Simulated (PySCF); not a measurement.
**C3H5FO2Si: density, localisation and related maps**

Input

```
{"job": {"kind": "uv", "xc": "B3LYP", "basis": "def2-SVPD", "nstates": 8, "ntriplets": 3}, "charge": 0, "multiplicity": 1}
O     -0.640350     1.736264     0.844883
Si    -0.079747     0.366293     0.200638
C     -1.484725    -0.923172     0.057339
F     -2.673583    -0.255548    -0.184258
C      1.356368     0.370297    -1.030678
C      2.077247    -0.113329    -0.021646
O      1.247968    -0.210768     1.082932
H     -1.555427     1.985570     0.728384
H     -1.629010    -1.475882     0.987890
H     -1.359795    -1.634926    -0.758779
H      1.643280     0.574372    -2.040998
H      3.098973    -0.419859     0.108265
```

Command:

```sh
OMP_NUM_THREADS=1 python probes_run.py task.json out
```

Geometry: GFN2-xTB.

These are results of B3LYP/def2-SVPD, SCF density, gas phase (PySCF 2.14.0), not measurements.

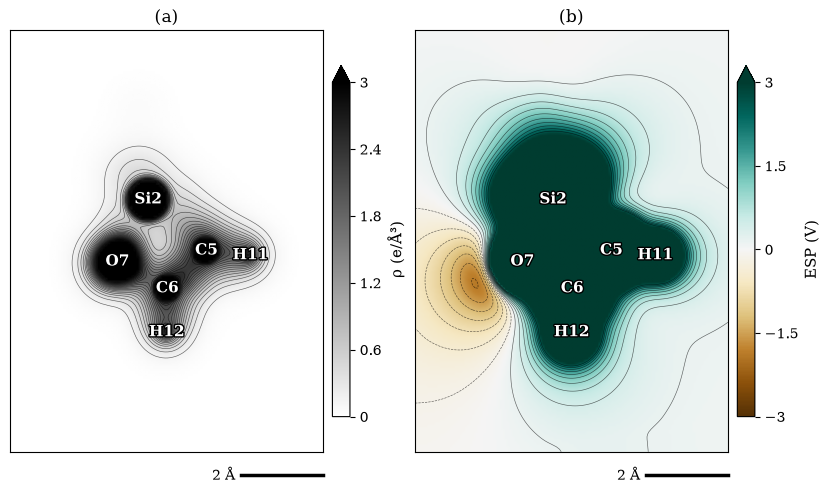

Figure 1. (a) electron density; (b) molecular electrostatic potential on the plane of atoms C5, C6 and O7.

**What do the fields say about this system?**

Atoms in the plane: Si, C, O and H.
C–C (1.33 Å): ρ at the midpoint is about 2.3 e/Å³.
C–O (1.38 Å): ρ is about 2.2 e/Å³ halfway, with its minimum of 1.9 e/Å³ about 0.5 Å from C.
C–Si (1.89 Å): the density is about 0.89 e/Å³ at the midpoint.
Si–O (1.70 Å): the density is about 1.1 e/Å³ at the midpoint.
Outside the dense part of the molecule the potential is most negative (−1.9 V) near O7.

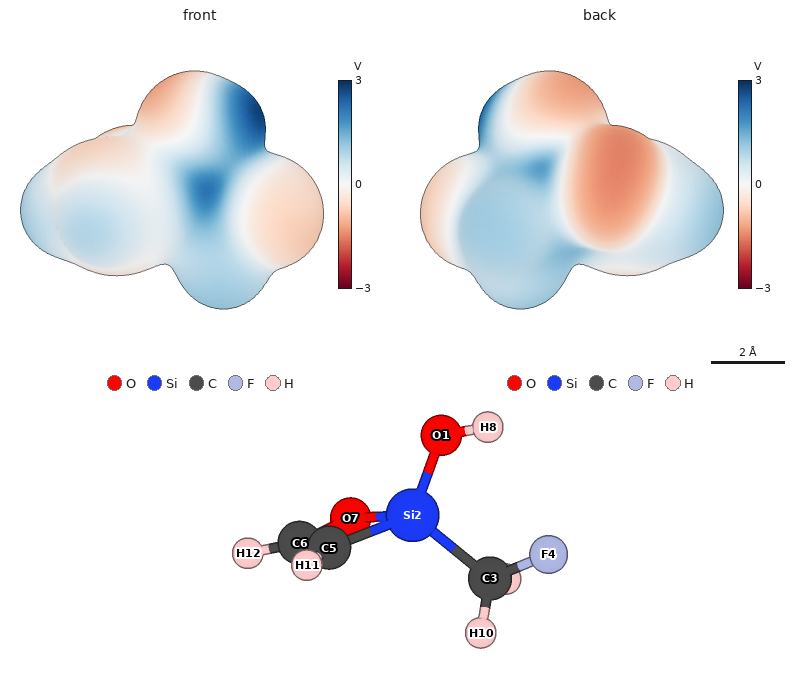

Figure 2. The molecular electrostatic potential painted on the density surface at 0.002 e/bohr³, seen from the front and from behind; the colour scale runs from red (negative) to blue (positive). The bare structure is drawn below in the same view.

**Which sites attract a positive test charge, and which a negative one?**

A positive charge is drawn to the negative regions and a negative charge to the positive ones. The most negative region (about −1.5 V) lies over O7, the most positive (about +2.6 V) over H8. O7 is the likeliest acceptor of a hydrogen bond.

**How polar is the molecule by this calculation?**

Its dipole moment is 1.41 D.
